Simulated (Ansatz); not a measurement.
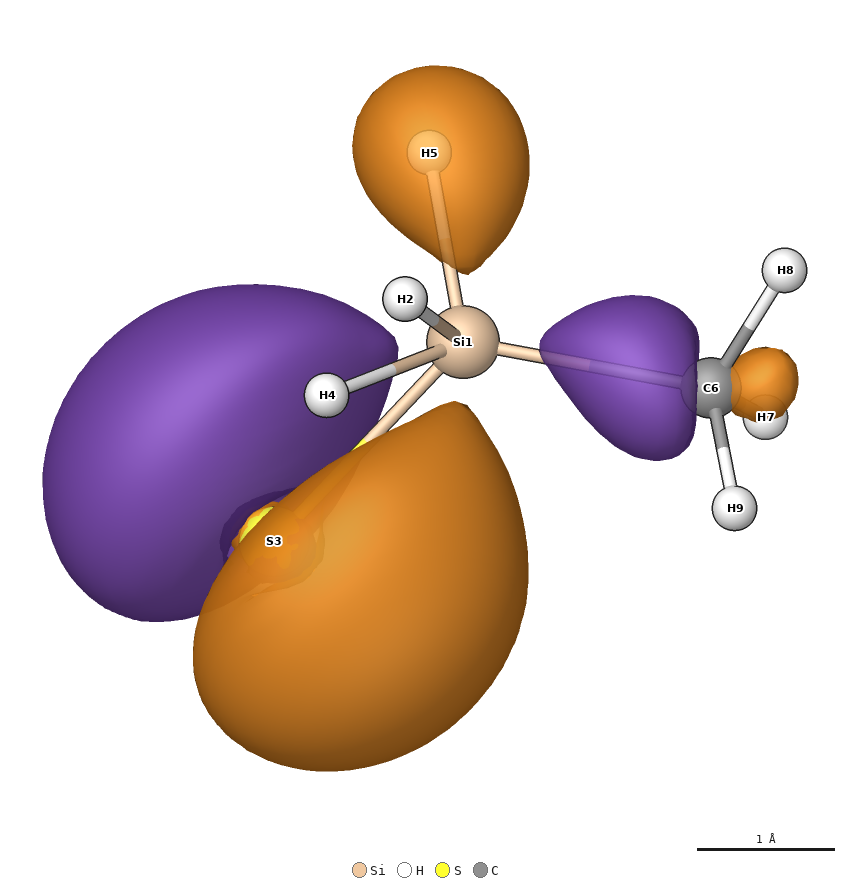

CH$_{6}$SSi. One frontier orbital at ±0.1 Å⁻³ᐟ² (orange and purple are the two phases), seen at a tilt.

A transition-state structure; geometry: PBE0-D4/def2-TZVP.

All numbers below come from RKS PBE0-D4/def2-TZVPP (Ansatz 0.2.0).

The calculation's input:

```
crystal:
  periodic: [false, false, false]
  atoms:
    - {symbol: Si, position_ang: [-0.585219, -0.336146, -0.185071]}
    - {symbol: H, position_ang: [-0.064453, -1.309022, 1.119053]}
    - {symbol: S, position_ang: [-0.352745, -1.800488, -1.556857]}
    - {symbol: H, position_ang: [-0.048386, -1.832656, 0.298362]}
    - {symbol: H, position_ang: [-1.916613, -0.023179, 0.396890]}
    - {symbol: C, position_ang: [0.571256, 1.099734, -0.023860]}
    - {symbol: H, position_ang: [0.327902, 1.813022, -0.819011]}
    - {symbol: H, position_ang: [0.463389, 1.606571, 0.937304]}
    - {symbol: H, position_ang: [1.604969, 0.782163, -0.166709]}
basis:
  gaussian: {orbitals: def2-TZVPP}
hamiltonian: {xc: pbe0, dispersion: d4}
output: {orbitals: {seedname: orbitals}}
```

Run with:

```sh
ansatz run in.yaml --threads 2 --pin off --events-out ev --progress --plain --max-ram 4352MiB
```

### Which orbital is it: HOMO or LUMO?

The HOMO, at −6.75 eV. It lies mainly on S3 (about 80 %); largely a lone pair of S3.
